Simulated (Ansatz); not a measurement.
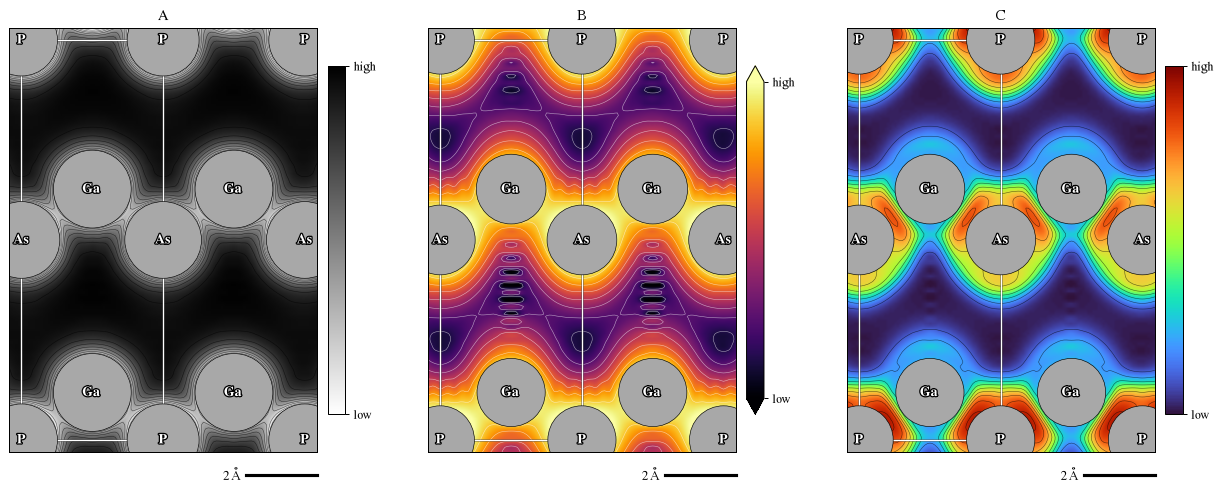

Ga4As3P: 3 fields on the (010) plane of the conventional cell, with unlabelled colour scales. Grey discs cover the atomic cores.

Space group P-4m2; started from the ordered alloy on zincblende lattice prototype, which need not be the ambient phase.

Computed with Ansatz 0.2.0, DFT, PBE0, plane waves, PAW.

Q: The panels show electron localisation function, electrostatic potential energy of an electron and valence pseudo-density in some order. Assign them.

A: Panel A: electrostatic potential energy of an electron (low next to the atoms, rising into the space between them). Panel B: valence pseudo-density. Panel C: electron localisation function. From the grid: Ga–P (2.39 Å): ρ is about 0.53 e/Å³ halfway; the ELF peaks at about 0.90 between the atoms; localised, covalent bonding. Ga–As (2.44 Å): ρ is about 0.51 e/Å³ halfway; the ELF peaks at about 0.80 between the atoms, as expected for a covalent bond.
